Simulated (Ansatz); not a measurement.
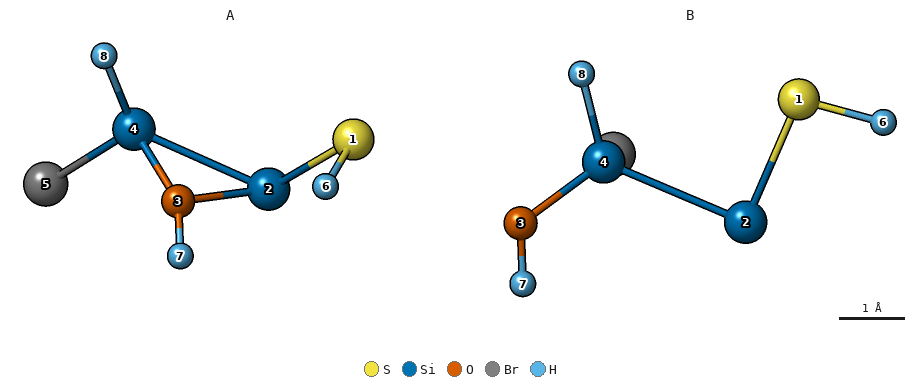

Two geometries of Si₂H₃SOBr, drawn at one scale. One is the start of a relaxation, the other its converged end. Style: ball-and-stick. Shown at a tilt.

Level of theory: RKS B3LYP-D4/def2-SVP (Ansatz). Settings: no spin polarisation; force threshold 0.02 eV/Å; at most 50 steps.

Which of the two is the end point?

Structure B is the relaxed one. The run prepares an end point of a later path (hydrogen shift) calculation, from a guessed geometry. The atom that moves furthest after the best rigid fit is H6 (2.17 Å). By element the largest moves are H 2.17 Å, O 1.87 Å, Br 1.73 Å, Si 0.92 Å, S 0.68 Å. Some distances before and after: Si2–O3 1.601 → 3.494 Å, Si2–H7 2.130 → 3.579 Å, Si4–Br5 2.146 → 2.293 Å, Si2–Si4 2.289 → 2.396 Å. Bonds break, among them: Si2–O3 (1.60 → 3.49 Å). Bond angles that change, for instance: Si2–Si4–O3 44.4° → 117.6°, Si4–O3–H7 155.2° → 117.4°, S1–Si2–Si4 118.6° → 91.7°. Groups turn about S1–Si2 by about 100°. After 29 accepted moves (30 points after the start) the energy has fallen by 3.352 eV. Largest force component: 7.6 eV/Å at the start, 0.013 eV/Å at the end. The line search rejected the trial step at point 17 of the run.
